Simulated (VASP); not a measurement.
Band structure of NaF (space group Fm-3m). Calculation: PBE GGA, VASP's PBE PAW potentials (set 64) (plane waves; VASP).

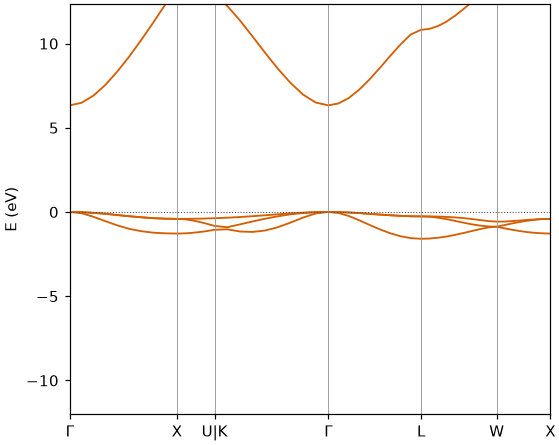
Fig. 1. Bands along high-symmetry lines, zero at the valence-band maximum or, without a gap, the Fermi level

Read the plot: is there a gap, and where are the band edges?

The gap is direct, 6.33 eV, from the valence maximum at Γ to the conduction minimum at Γ.

The structure is a typed NaF crystal (Fm-3m). The cell was not relaxed at this level.
